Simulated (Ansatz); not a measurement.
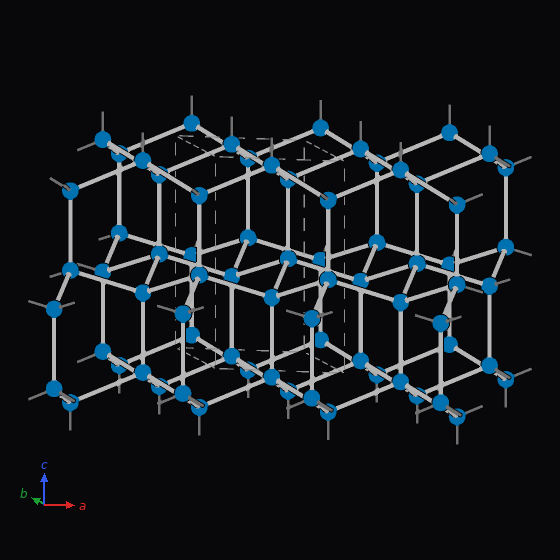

The picture shows a finite piece of the underlying net of a crystal structure, nodes on the atoms' positions. Nodes are coloured by topological kind. Edges to nodes outside the piece are drawn as stubs.

Q: Classify the net: periodicity, connectivity, name.

A: A uninodal 4-connected, three-periodic net. It is the lon net, known from lonsdaleite, wurtzite and tridymite.

Q: Give point symbol and coordination sequence.

A: 6^6, sequence 4, 12, 25, 44.

The net was derived as follows. The compound is GaN (space group P6_3mc, No. 186), taken as the input geometry of an electronic-structure calculation (not necessarily at equilibrium). Bonds are taken as Ga–N below 2.2 Å; no other contact counts. The graph is simplified in the usual way: terminal and isolated atoms are pruned, two-connected atoms become edges. Ga and N are 4-connected nodes.
